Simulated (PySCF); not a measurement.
# SiP (charge −1): what the fields show

```
atom   x (Å)   y (Å)    z (Å)
  Si  0.0000  0.0000  -1.0582
   P  0.0000  0.0000   0.9558
```

Method: PySCF, PBE0/aug-cc-pVDZ(-PP), non-relativistic Hamiltonian with scalar-relativistic core potentials where named, at a bond length of 2.014 Å.

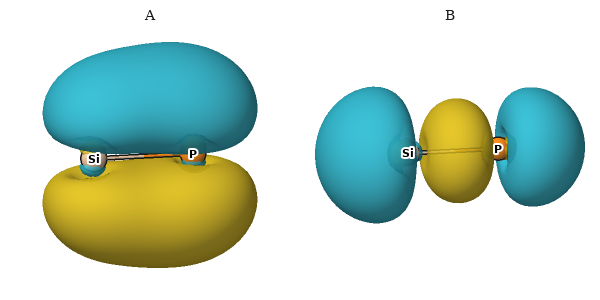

Figure 1. Two frontier orbitals, each drawn at the value that holds 80 % of its norm (yellow and cyan are the two phases), in no order; of a degenerate pair one member is drawn.

**Name the orbitals and rank them from lowest to highest energy.**

Orbital B: σ, occupied, −1.23 eV; shared between the atoms (Si 55 %, P 45 %).
Orbital A: π, occupied, −1.13 eV; bonding, with no node between the atoms.

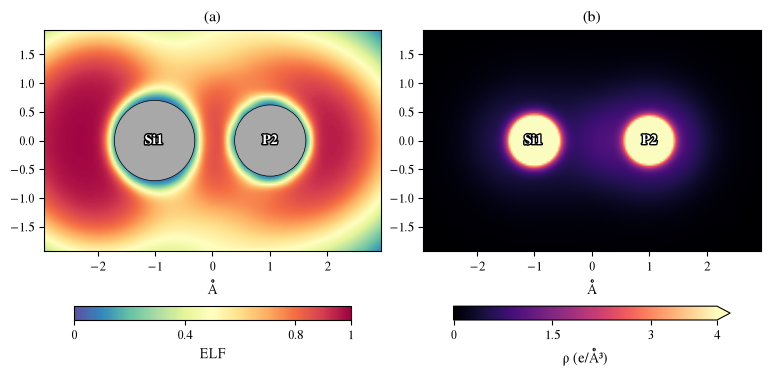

Figure 2. (a) electron localisation function; (b) electron density on a plane that holds the molecular axis. Grey discs cover the atomic cores in the ELF map.

**What do the fields say about this system?**

Atoms in the plane: Si and P.
Si–P (2.01 Å): the density is about 0.9 e/Å³ at the midpoint; the ELF peaks at about 0.85 between the atoms, as expected for localised, covalent bonding.
The ELF also peaks beside Si1 and P2, away from the bonds: lone-pair regions.

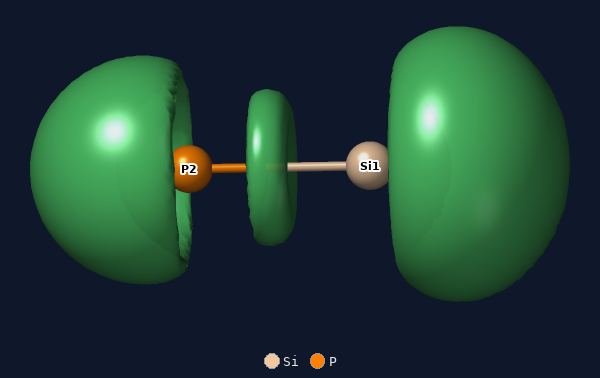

Figure 3. Isosurface of the electron localisation function at 0.8 (green), seen from one side. Core shells and regions of very low density are left out.

**Identify the bonds, lone pairs and shells in this picture.**

The ELF exceeds this value in one region between bonded P–Si atoms (shared pairs), one lobe on P, pointing away from the bonds (lone pairs) and one lobe on Si, pointing away from the bonds (lone pairs).
